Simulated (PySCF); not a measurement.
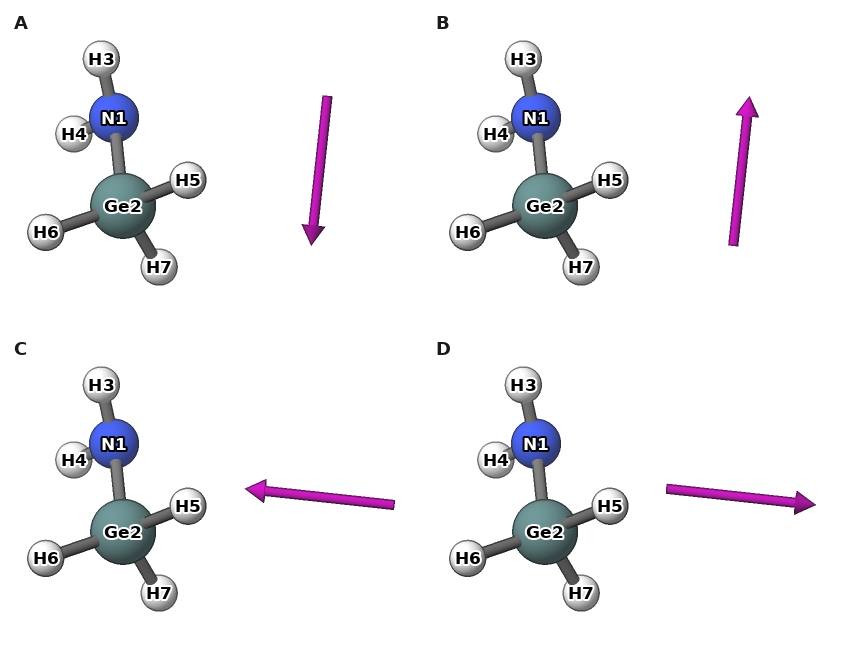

The same molecule four times, each with an arrow. Geometry: a frame of a GFN2-xTB molecular-dynamics simulation, not a minimum. Properties computed with PBE0/def2-SVPD, gas phase (PySCF 2.14.0).

Which arrow points along the dipole moment, from the negative to the positive end?

Answer. C. The dipole moment is 1.16 D; it points from the side of H5 to the side of H4, H6 (the outermost atoms at the two ends).
